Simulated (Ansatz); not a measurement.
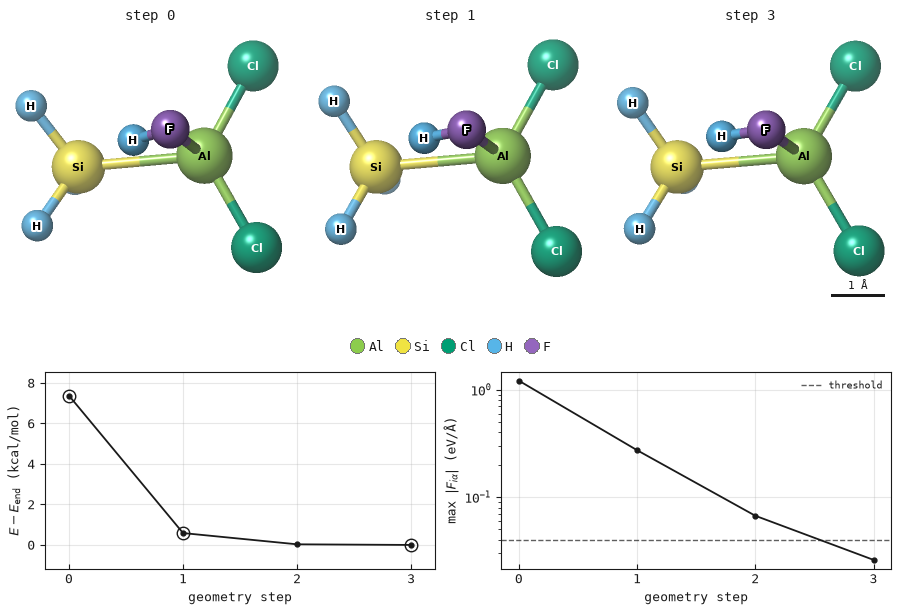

Frames of a constrained relaxation of AlSiH₄Cl₂F, marked on the history of the run. A ball-and-stick model, seen at a tilt.

The reaction that was planned forms Al1–F6, Si2–H5 and breaks Al1–Si2, H5–F6 (atoms numbered from 1 in input order).

All numbers below come from RKS PBE0-D4/def2-SVP in Ansatz. Set-up: held fixed: the distance between atoms 1 (Al) and 6 (F), the distance between atoms 2 (Si) and 5 (H), the distance between atoms 1 (Al) and 2 (Si), the distance between atoms 5 (H) and 6 (F), counting from 1; force threshold 0.04 eV/Å; at most 150 steps.

Q: What happens along the run?

A: An H atom moves most after the best rigid fit: 0.26 Å. By element the largest moves are H 0.26 Å, Cl 0.13 Å, F 0.09 Å, Si 0.04 Å, Al 0.02 Å. Some distances before and after: Al–Cl 2.036 → 2.096 Å, H–Si 1.471 → 1.498 Å. Among the angles between lasting bonds that change: Al–F–H 61.2° → 75.2°, Al–Si–H 108.6° → 100.2°, H–Si–H 103.4° → 108.3°. The energy falls by 7.37 kcal/mol in 3 geometry steps. Largest force component: 1.2 eV/Å at the start, 0.026 eV/Å at the end. From step 0 to 1: H atoms move most (0.20 Å), energy −6.79 kcal/mol. From step 1 to 3: an H atom moves most (0.06 Å), energy −0.59 kcal/mol.

```csv
step,"E − E(0), kcal/mol","largest force component, eV/Å"
0,0.00,1.2137
1,-6.79,0.2735
2,-7.34,0.0671
3,-7.37,0.0260
```
